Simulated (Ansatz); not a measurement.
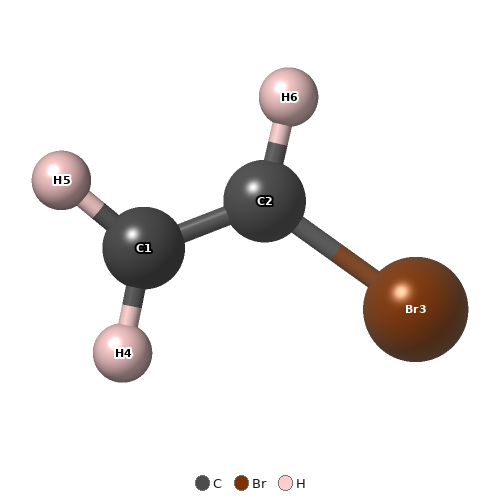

The system is C2H3Br, SMILES C=CBr; the picture shows the reference structure. Coordinates scanned: (1) angle H4–C1–C2; (2) dihedral H4–C1–C2–Br3. Nothing is relaxed (all other coordinates rigid). The grid has 11 × 10 points; 66 points were computed and 44 follow by symmetry. All energies are given in eV relative to the lowest grid point. The dihedral twists a double bond; near 90° a spin-restricted reference is unreliable. Theory: RKS CAM-B3LYP-D4/def2-TZVP in Ansatz 0.2.0.

Its coordinates:

```json
{"atom": "C", "x (Å)": "-0.5420", "y (Å)": "0.1980", "z (Å)": "-0.4789"}
{"atom": "C", "x (Å)": "0.4235", "y (Å)": "0.0173", "z (Å)": "0.3942"}
{"atom": "Br", "x (Å)": "1.2093", "y (Å)": "-1.6642", "z (Å)": "0.7386"}
{"atom": "H", "x (Å)": "-0.9543", "y (Å)": "-0.6120", "z (Å)": "-1.0636"}
{"atom": "H", "x (Å)": "-0.9482", "y (Å)": "1.1900", "z (Å)": "-0.6275"}
{"atom": "H", "x (Å)": "0.8537", "y (Å)": "0.8070", "z (Å)": "0.9910"}
```

Range: angle H4–C1–C2 from 97.4 to 147.4°; dihedral H4–C1–C2–Br3 from −180 to 144°.

**What landscape does the calculation give?**

The lowest grid point is at angle H4–C1–C2 = 122.4°, dihedral H4–C1–C2–Br3 = 0°. Other grid points that lie below all their neighbours: angle H4–C1–C2 = 122.4°, dihedral H4–C1–C2–Br3 = −180° (0.008 eV higher). The highest grid point, angle H4–C1–C2 = 97.4°, dihedral H4–C1–C2–Br3 = −72°, lies 3.15 eV above the lowest.

```tsv
dihedral H4–C1–C2–Br3 ↓, angle H4–C1–C2 →	97.4	102.4	107.4	112.4	117.4	122.4	127.4	132.4	137.4	142.4	147.4
144	1.17	0.98	0.83	0.73	0.68	0.67	0.69	0.77	0.88	1.03	1.22
108	3.08	2.90	2.76	2.65	2.59	2.57	2.58	2.64	2.73	2.86	3.03
72	3.15	2.95	2.79	2.67	2.60	2.56	2.56	2.61	2.70	2.82	2.99
36	1.26	1.04	0.88	0.76	0.68	0.66	0.67	0.74	0.84	0.98	1.17
0	0.60	0.38	0.21	0.09	0.02	0.00	0.02	0.09	0.20	0.35	0.54
−36	1.26	1.04	0.88	0.76	0.68	0.66	0.67	0.74	0.84	0.98	1.17
−72	3.15	2.95	2.79	2.67	2.60	2.56	2.56	2.61	2.70	2.82	2.99
−108	3.08	2.90	2.76	2.65	2.59	2.57	2.58	2.64	2.73	2.86	3.03
−144	1.17	0.98	0.83	0.73	0.68	0.67	0.69	0.77	0.88	1.03	1.22
−180	0.51	0.31	0.17	0.07	0.02	0.01	0.04	0.12	0.24	0.40	0.60
```

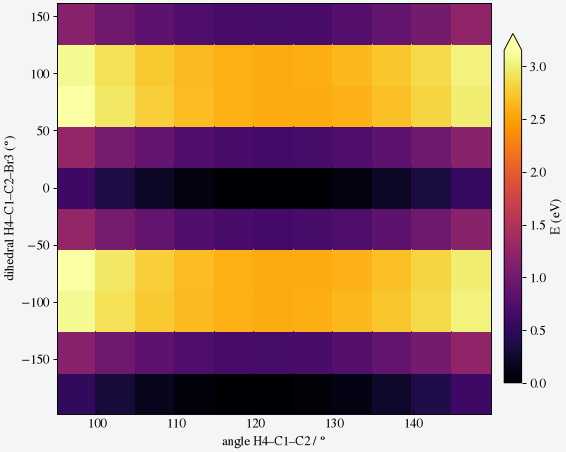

Drawn: one coloured cell a grid point, one colour for all values above the top of the scale.

Each point was launched as `ansatz run input.yaml --threads 1 --pin off --max-ram 2560MiB --backend cpu --events-out ev --progress --plain --runs-dir out`. The whole map (66 points run) took 5.3 min on 1 thread of Arm Neoverse V2, with other jobs on the host.
